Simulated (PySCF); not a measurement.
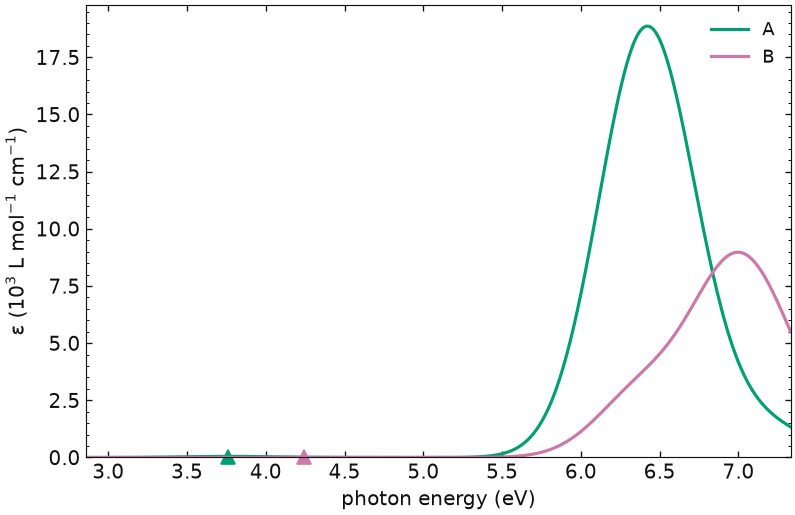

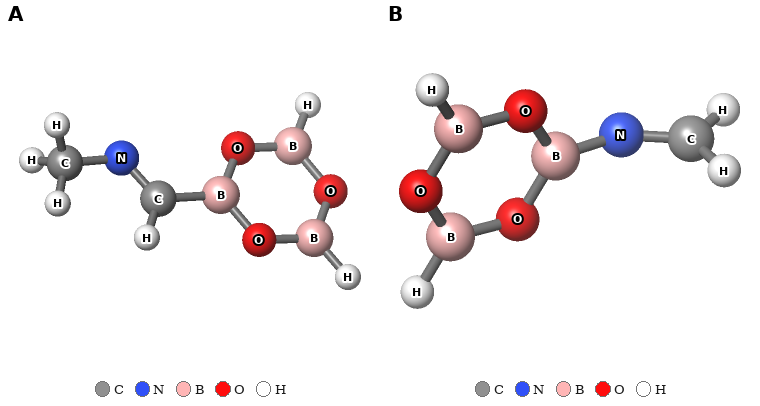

Related molecules: A is C₂H₆B₃NO₃, SMILES C/N=C/B1OBOBO1; B is CH₄B₃NO₃, SMILES C=NB1OBOBO1. Vertical TDDFT absorption, B3LYP/def2-SVPD in PySCF 2.14.0, at a PBE0-D3(BJ)/def2-SVP geometry (no frequency check); Gaussians of 1/e half-width 0.40 eV, triangles mark S1, and the range ends where the computed states of one molecule run out.

How does the lowest singlet move?

A: 3.76 eV (f = 0.001, mainly HOMO → LUMO (99 %)); B: 4.24 eV (f = 0.000, mainly HOMO → LUMO (99 %)). From A to B it shifts 0.48 eV to the blue.

And the brightest state of each within the range drawn?

A: S4 at 6.33 eV, f = 0.27; B: S5 at 6.97 eV, f = 0.18.

Limits of at least one run: core orbitals are frozen in the response; one conformer of a flexible molecule; states above the negative HOMO energy depend on the basis.
